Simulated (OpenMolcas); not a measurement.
**A ladder of methods for SiH2OF2 (SMILES O[SiH](F)F)**

SiH2OF2 has 6 atoms, charge 0, and is taken as a singlet. As SMILES, `O[SiH](F)F`. The shape is that of a PBE0-D4/def2-TZVP optimisation. This is one conformer, not always the lowest.

```xyz
6

O     0.0277    1.1379   -0.5564
Si    0.1214   -0.2362    0.2852
F     0.7318   -1.4051   -0.5924
F    -1.3155   -0.7397    0.7221
H    -0.4774    1.1830   -1.3695
H     0.9541   -0.0038    1.4649
```

Quantity: the vertical electron affinity (to the doublet anion), in eV. The values are calculated.

The electron affinity is E(neutral) − E(anion): positive where the electron is bound.

| level | kind | program | value (eV) | CPU time (all runs) |
| --- | --- | --- | --- | --- |
| HF/6-311+G** | Hartree–Fock | OpenMolcas | -1.50 | 39 s |
| SVWN5/6-311+G** | LDA | OpenMolcas | -0.75 | 72 s |
| BLYP/6-311+G** | GGA | OpenMolcas | -0.91 | 98 s |
| PBE/6-311+G** | GGA | OpenMolcas | -0.83 | 97 s |
| revPBE/6-311+G** | GGA | OpenMolcas | -0.87 | 95 s |
| TPSS/6-311+G** | meta-GGA | OpenMolcas | -0.97 | 2.1 min |
| r2SCAN/6-311+G** | meta-GGA | OpenMolcas | -0.96 | 2 min |
| BHLYP/6-311+G** | global hybrid | OpenMolcas | -1.11 | 87 s |

Where it was recorded, the anion's HOMO is positive in every row: a fault of the level (basis or self-interaction), which says nothing on whether the real anion is bound. The values span -1.50 to -0.75 eV. Negative values mean that the anion is unbound at that level; they are set by how diffuse the basis is and aren't properties of the molecule, whose anion may well be bound. Times are those of the runs behind each value, whatever else they computed, on shared processors of several kinds: orders of magnitude only.

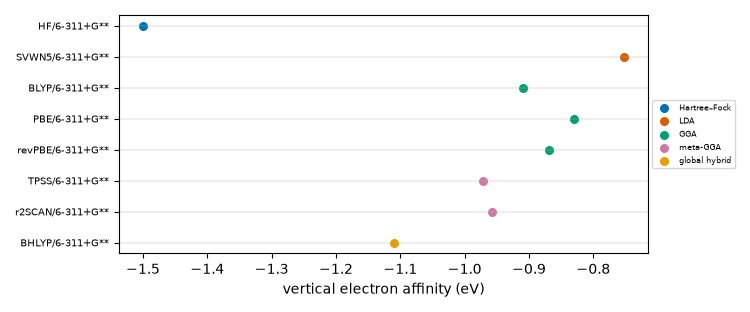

The values of the table, level by level.
